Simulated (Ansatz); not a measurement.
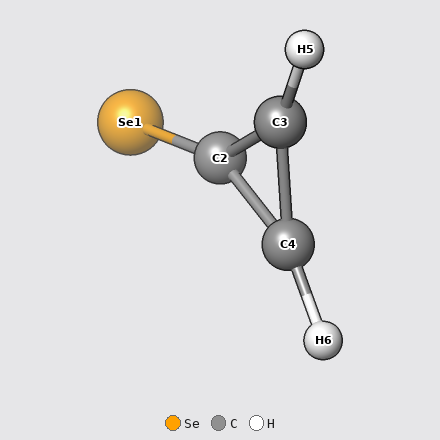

The system is C₃H₂Se (SMILES [Se]=c1cc1) with the probe HF; the picture shows it without the atoms that are moved over the map. The probe is moved over a plane parallel to the molecule's main plane, 2.50 Å above it. First axis: x of the probe's H atom. Second axis: y of the probe's H atom. Nothing is relaxed (molecule and probe rigid, the probe upright with H nearest the plane). Grid: 11 × 11 points; 87 points were computed and 34 follow by symmetry. Points are written as (first, second). Energies: kJ/mol, counted from the lowest grid point. Level of theory: RKS PBE-D4/def2-SVPD (Ansatz).

Range: x of the probe's H atom from −3.10 to 3.10 Å; y of the probe's H atom from −3.10 to 3.10 Å.

What will the energy surface look like?

Answer. The lowest grid point is at (1.86 Å, 0.00 Å). It is the only kind of minimum in the scanned range. The highest grid point, (−2.48 Å, −2.48 Å), lies 31.1 kJ/mol above the lowest. Near the minimum the curvatures are about 0.024 and 0.17 eV/Å² along the soft and the stiff direction.

```
y of the probe's H atom ↓, x of the probe's H atom →  −3.10  −2.48  −1.86  −1.24  −0.62  0.00  0.62  1.24  1.86  2.48  3.10
                                                3.10   30.6   30.8   30.5   29.6   28.0  25.7  23.1  20.9  19.6  19.5  20.5
                                                2.48   30.9   31.1   30.8   29.7   27.4  24.2  20.3  16.8  14.9  15.1  17.2
                                                1.86   30.7   30.8   30.3   29.1   26.4  22.2  16.7  11.6   9.0   9.8  13.4
                                                1.24   30.1   29.7   28.8   27.6   25.1  20.1  13.1   6.6   3.5   5.4  10.6
                                                0.62   29.2   28.2   26.8   25.7   23.7  18.4  10.3   3.3   0.6   3.5   9.7
                                                0.00   28.8   27.5   25.8   24.8   23.2  17.8   9.3   2.3   0.0   3.4   9.8
                                               −0.62   29.2   28.2   26.8   25.7   23.7  18.4  10.3   3.3   0.6   3.5   9.7
                                               −1.24   30.1   29.7   28.8   27.6   25.1  20.1  13.1   6.6   3.5   5.4  10.6
                                               −1.86   30.7   30.8   30.3   29.1   26.4  22.2  16.7  11.6   9.0   9.8  13.4
                                               −2.48   30.9   31.1   30.8   29.7   27.4  24.2  20.3  16.8  14.9  15.1  17.2
                                               −3.10   30.6   30.8   30.5   29.6   28.0  25.7  23.1  20.9  19.6  19.5  20.5
```

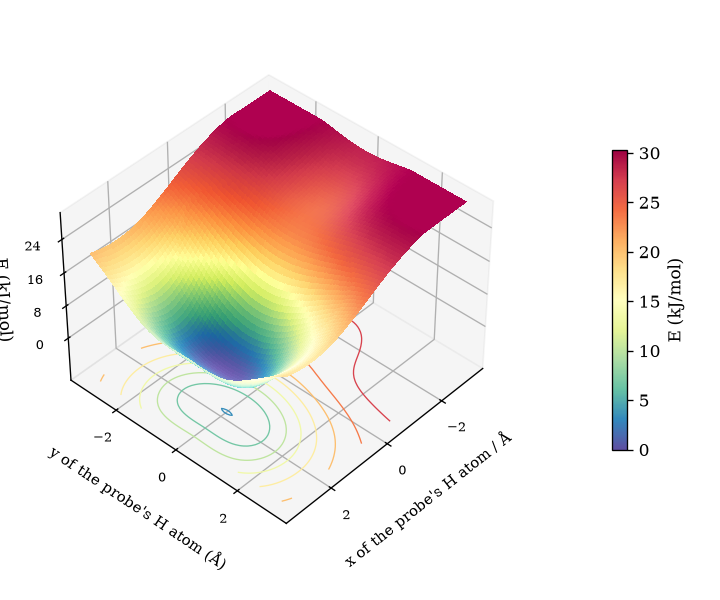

Drawn: a relief with its contours projected below, any walls above the top of the colour scale cut off. Between grid points the surface is interpolated.

The whole map (87 points run) took 7.5 min on 1 thread of Arm Neoverse V2 (shared host).
